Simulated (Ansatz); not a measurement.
**Response to strain in SnAu**

The parent structure is SnAu in the NiAs type structure (space group P6_3/mmc, No. 194; relaxed with 0.1 eV smearing).

```xyz
4
Lattice="4.3328 0.0000 0.0000 -2.1664 3.7523 0.0000 0.0000 0.0000 5.5528" Properties=species:S:1:pos:R:3 pbc="T T T"
Sn     2.1664     1.2508     4.1646
Sn     0.0000     2.5015     1.3882
Au     0.0000     0.0000     2.7764
Au     0.0000     0.0000     0.0000
```

Cartesian axes are those of the cell as printed.

Strains are applied to the cell and any free atomic positions relax; under biaxial strain the out-of-plane vector relaxes too.

The values are results of Ansatz (a first-principles code) PBEsol, no SOC, not measurements.

Notes on the quantities. pressure: mean of the normal stresses, compression positive.

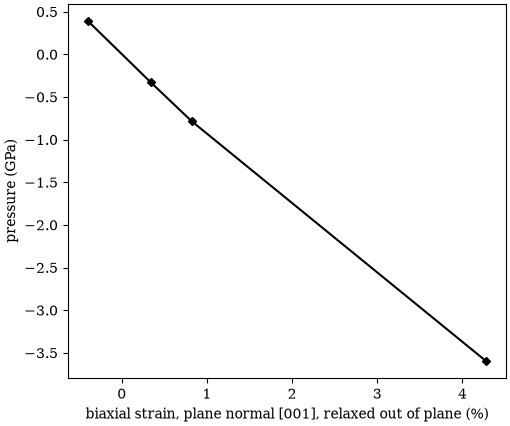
*Pressure against biaxial strain, plane normal [001], relaxed out of plane*

| biaxial strain, plane normal [001], relaxed out of plane (%) | pressure |
|---|---|
| -0.4 | 0.4 GPa |
| 0.34 | -0.3 GPa |
| 0.82 | -0.8 GPa |
| 4.28 | -3.6 GPa |

No phonon test of stability was made.
